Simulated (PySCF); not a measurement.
# MoCl4: triplet, from a tetrahedral start

Aim: relax MoCl4 as a triplet from a tetrahedral start, check by its vibrations whether the end is a minimum, and collect its spectrum and constants.

The runs use PySCF 2.14.0; B3LYP, basis Mo def2-TZVP with ECP28, Cl def2-TZVP, scalar-relativistic core potentials, no spin–orbit coupling, density fitting.

**1. Where the work starts**

5 atoms, charge 0, spin multiplicity 3.

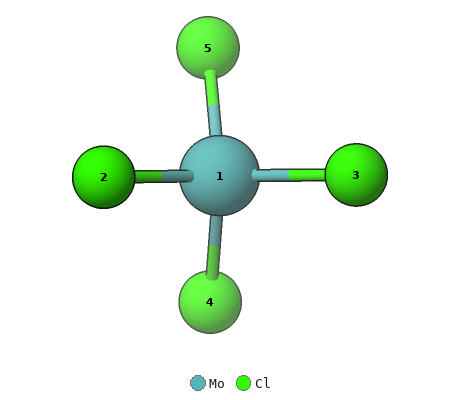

The starting geometry (molybdenum teal, chlorine green); atoms are numbered from 1 in the order of the file.

Z-matrix (Å, degrees; charge 0 multiplicity 3):
```
Mo
Cl 1 2.3700
Cl 1 2.3700 2 109.48
Cl 1 2.3700 2 109.47 3 120.00
Cl 1 2.3700 2 109.47 3 -120.00
```

**2. The SCF at the typed geometry**

One driver script runs all steps and calls PySCF; scf.py shows how it sets up the SCF of each step. The optimiser is the driver's own. After this first run the driver tries any further starts and a stability analysis.

File scf.py:

```python
from pyscf import gto, scf, dft
mol = gto.M(atom='''
Mo     0.000000     0.000000     0.000000
Cl     1.368200     1.368390    -1.368390
Cl     1.368200    -1.368390     1.368390
Cl    -1.368200     1.368390     1.368390
Cl    -1.368200    -1.368390    -1.368390''',
    basis={'Mo': 'def2-TZVP', 'Cl': 'def2-TZVP'},
    ecp={'Mo': 'def2-TZVP'},
    charge=0, spin=2)
mf = dft.UKS(mol, xc='B3LYP')
mf.grids.atom_grid = (50, 194)
aux = {'Mo': 'def2-universal-JKFIT', 'Cl': 'def2-universal-JKFIT'}
mf = mf.density_fit(auxbasis=aux)
mf.conv_tol = 1e-08
mf.diis_space = 10
mf.max_cycle = 60
mf.init_guess = 'minao'
mf.verbose = 4
mf.kernel()
```

On the command line:

```console
$ OMP_NUM_THREADS=4 python axn.py task.json out
```

After this run come: Tetrahedral start, triplet: relaxation; Is it a minimum? Harmonic modes.

**Question.** What will these runs give? Wanted: minimum; geometry; wavenumbers; dipole moment; highest occupied, lowest empty level; polar-tensor charge of Mo1; zero-point energy; atomisation energy; ⟨S²⟩.

**Answer**, as computed:

```
                                          quantity                                     value
                                           minimum                               triplet, Td
                                          geometry  Mo–Cl 2.249 Å (×4); Cl–Mo–Cl 109.5° (×6)
                                wavenumbers (cm⁻¹)      97 (e), 101 (t2), 387 (a1), 425 (t2)
                                     dipole moment                                    0.00 D
highest occupied, lowest empty level (either spin)                           -7.08, -3.75 eV
                        polar-tensor charge of Mo1                                   +2.10 e
                                 zero-point energy                               12.9 kJ/mol
                               entropy at 298.15 K                           378.7 J/(mol K)
         atomisation energy (no zero-point energy)                               1451 kJ/mol
                                              ⟨S²⟩                                     2.009
```

**Reading.** The tetrahedral start keeps its Td symmetry and ends in a minimum. The strongest infrared band lies at 425 cm⁻¹ (t2, stretch). The dipole vanishes although Mo1 carries +2.1 e by the polar tensor: the bond dipoles cancel. Most of the spin sits on Mo1 (Mulliken spin 1.70, against 2 for the whole molecule). Other starts or spin states, not run here, may lie lower. One determinant may miss the lowest occupation of an open d or f shell.
